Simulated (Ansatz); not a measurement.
# F2GaH3OSi (SMILES F[SiH](F)[O][GaH2]): what the fields show

The calculation's input:

```
basis:
  gaussian:
    orbitals: def2-TZVPD
crystal:
  periodic: [false, false, false]
  atoms:
    - {symbol: F, position_ang: [1.200626, -1.766215, 1.054569]}
    - {symbol: F, position_ang: [-1.225119, -2.563384, 0.764440]}
    - {symbol: Ga, position_ang: [-0.691229, 0.707224, -1.139415]}
    - {symbol: O, position_ang: [-0.684950, 0.021641, 0.528318]}
    - {symbol: Si, position_ang: [-0.332271, -1.342048, 1.323976]}
    - {symbol: H, position_ang: [-0.548595, -1.211735, 2.773928]}
    - {symbol: H, position_ang: [-0.208706, -0.251511, -2.269501]}
    - {symbol: H, position_ang: [-1.188245, 2.180916, -1.179155]}
hamiltonian:
  xc: pbe0
output: {forces: true, orbitals: {seedname: orbitals}}
```

Command:

```sh
ansatz run input.yaml --threads 2 --pin off --max-ram 5220MiB --events-out events.jsonl --progress --plain --runs-dir runs
```

Geometry: PBE0-D4/def2-SVP.

Method: isolated molecule in a Gaussian basis; Kohn-Sham density functional theory, functional PBE0 (Ansatz).

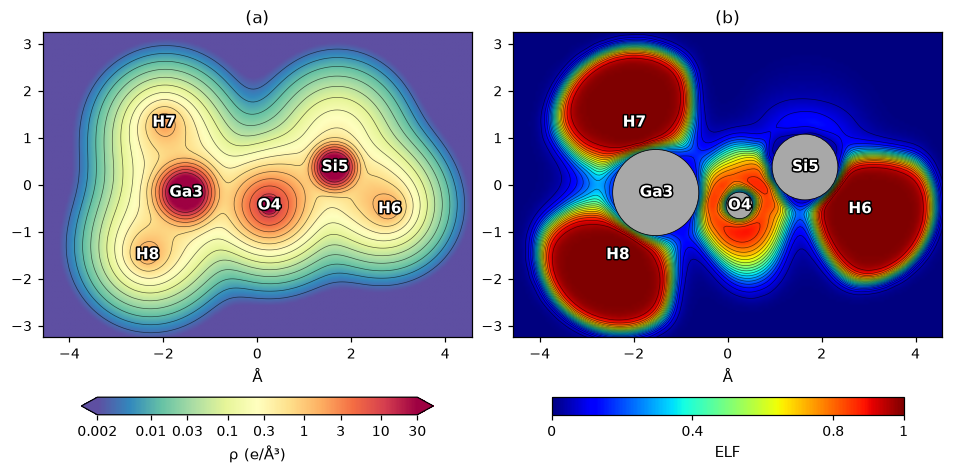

Figure 1. (a) total electron density; (b) ELF on the plane of atoms H7, Ga3 and H8. Grey discs cover the atomic cores in the ELF map.

> Read the bonding off the picture.

The plane passes through Ga, O, Si and H nuclei.
Si–O (1.62 Å): ρ at the midpoint is about 1.2 e/Å³; the ELF peaks at about 0.85 between the atoms (a short, strongly polar bond).
Ga–O (1.80 Å): ρ is about 0.85 e/Å³ halfway; the ELF peaks at about 0.85 in the valence shell of O, 0.6 Å from its nucleus, and is about 0.20 at the midpoint.
Si–H (1.47 Å): ρ at the midpoint is about 0.86 e/Å³; the ELF climbs to about 1 towards the hydrogen, as it does in any bond to H.
Ga–H (1.56 Å): the density is about 1 e/Å³ at the midpoint; the ELF climbs to about 1 towards the hydrogen.
The ELF also peaks beside O4, away from the bonds: lone-pair regions.

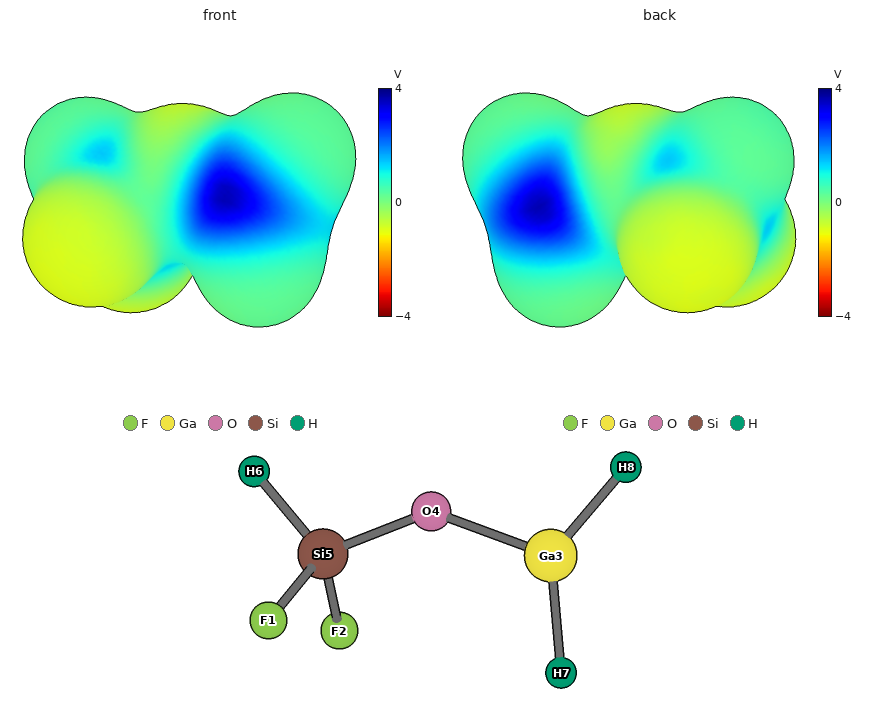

Figure 2. The electrostatic potential painted on the density surface at 0.002 e/bohr³, seen from the front and from behind; the colour scale runs from red (negative) to blue (positive). The bare structure is drawn below in the same view.

> Which sites attract a positive test charge, and which a negative one?

A positive charge is drawn to the negative regions and a negative charge to the positive ones. The most negative region (about −1.0 V) lies over F1 and F2, the most positive (about +3.5 V) over Ga3.

> How polar is the molecule by this calculation?

Its dipole moment is 2.41 D.

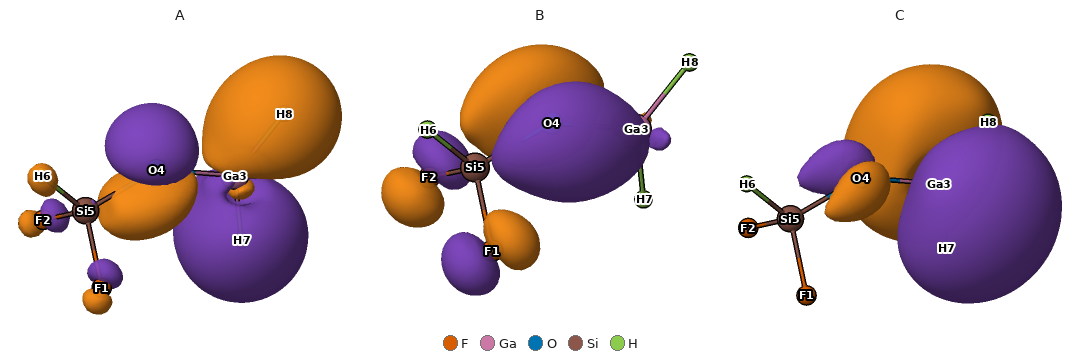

Figure 3. Three frontier orbitals at ±0.08 Å⁻³ᐟ² (orange and purple are the two phases), in no order.

> Which picture is the HOMO−1, the HOMO and the LUMO?

B is the HOMO−1 (−10.02 eV). It lies mainly on O4 (about 70 %) and Ga3 (about 10 %); largely a lone pair of O4. A is the HOMO (−8.95 eV). By Hirshfeld shares it lies mainly on Ga3 (about 30 %), H7 (about 25 %), O4 (about 20 %) and H8 (about 20 %). C is the LUMO (−1.75 eV). Its weight (Hirshfeld) is mainly on Ga3 (about 80 %).

> What is the HOMO–LUMO gap?

7.20 eV between the orbital energies.
